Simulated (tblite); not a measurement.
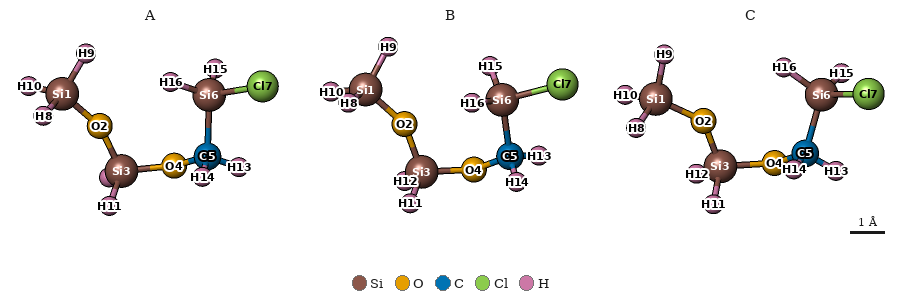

3 geometries from one relaxation of CH₉ClO₂Si₃, in shuffled order. Style: ball-and-stick. Shown at a tilt.

Computed with GFN2-xTB geometry optimisation, gas phase in tblite. 

Order the frames from highest to lowest energy.

C, A, B. They are steps 0, 98, 178, at +36.4 kJ/mol, +2.19 kJ/mol relative to the last. Over 178 geometry steps the energy falls by 36.4 kJ/mol. H15 moves most after the best rigid fit: 1.67 Å. By element the largest moves are H 1.67 Å, Si 0.70 Å, Cl 0.52 Å, O 0.23 Å, C 0.23 Å. Near-neighbour distances that change, for instance: Si3–O4 1.669 → 1.607 Å, Si1–O2 1.666 → 1.620 Å, C5–Si6 1.873 → 1.914 Å, Si6–H16 1.497 → 1.459 Å. Bond angles that change, for instance: Si1–O2–Si3 137.8° → 152.2°, Si3–O4–C5 120.1° → 131.7°, O4–Si3–H12 109.2° → 100.4°. Groups turn about O4–C5 by about 40°.
